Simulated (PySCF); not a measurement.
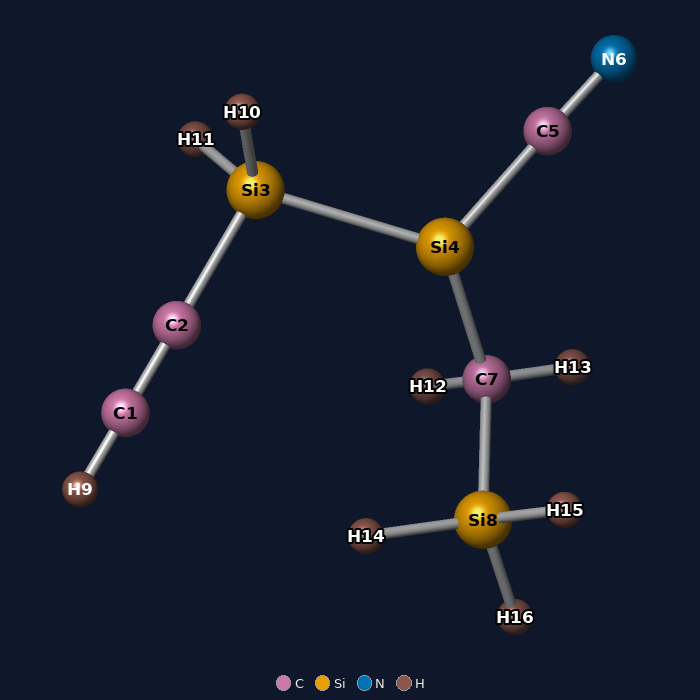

Charge 0, doublet. Computed geometry: GFN2-xTB optimisation. No frequency run is at hand to confirm it as a minimum. Method: UKS B3LYP, pcH-1 on C H N Si, non-relativistic (PySCF 2.14.0). Fermi-contact and spin-dipolar terms alone, no spin-orbit part.

> Which nucleus has the largest dipolar (anisotropic) hyperfine coupling?

29Si at Si4: principal values −165.2, 82.0, 83.2 MHz.

List the isotropic and dipolar parts for the most strongly coupled nuclei, one of each equivalent set.

| atom | isotope | a_iso (MHz) | dipolar part (MHz) |
| --- | --- | --- | --- |
| Si4 | 29Si | −406.7 | −165.2, 82.0, 83.2 |
| N6 | 14N | 3.2 | −6.3, −5.1, 11.4 |
| Si3 | 29Si | −34.4 | −9.1, 2.7, 6.4 |
| C5 | 13C | −0.1 | −8.0, −0.7, 8.7 |
| C7 | 13C | 17.2 | −3.9, −3.7, 7.5 |
| H13 | 1H | 0.1 | −3.1, −1.1, 4.3 |
| H12 | 1H | 49.1 | −3.8, 0.3, 3.5 |
| H10 | 1H | 0.6 | −2.5, −1.2, 3.7 |

The geometry is semi-empirical. Around Si such bond lengths and angles can be off by a tenth of an ångström or more and by several degrees, and values that hang on the shape move with them.
